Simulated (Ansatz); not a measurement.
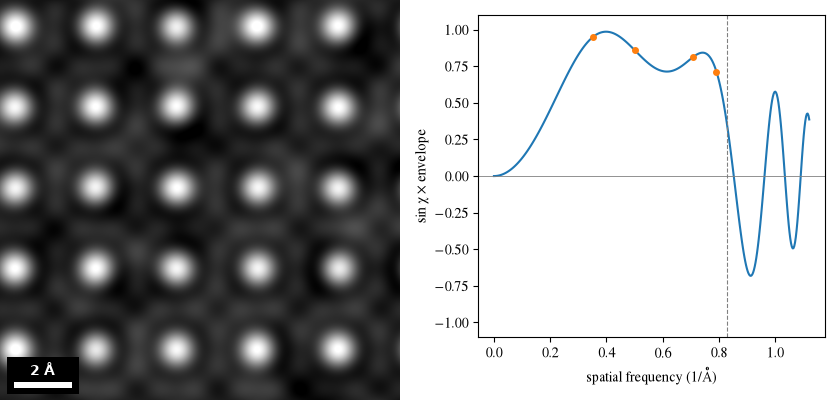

HRTEM-like image of PbC$_{2}$ (I4/mmm, No. 139) along [001]. Simulated in the weak-phase-object approximation with neutral-atom potentials: 80 kV, Cs = −15 µm, defocus +95 Å (negative is underfocus), defocus spread 8 Å, aperture 0.83 1/Å. The speckle of an amorphous layer was added. Structure used: coordinates from a relaxation with DFT LDA, scalar-relativistic, plane waves, PAW (Ansatz); the starting structure was generated, so it need not be a known form of this composition.

The plot gives the contrast transfer function, the aperture (dashed) and the crystal's spatial frequencies that carry visible contrast (dots).

What point resolution do these settings give, and which lattice spacings pass?

About 1.2 Å (0.66 |Cs|^(1/4) λ^(3/4) with λ = 0.0418 Å). The spacings that carry visible contrast are {110} at 2.83 Å, {200} at 2.00 Å, {220} at 1.41 Å, {310} at 1.26 Å.

Do the atom columns appear dark or bright, and why?

Bright. With negative Cs and overfocus sin χ is positive over the pass band, so the strongest columns (Pb + 2 C) come out brighter than the background.
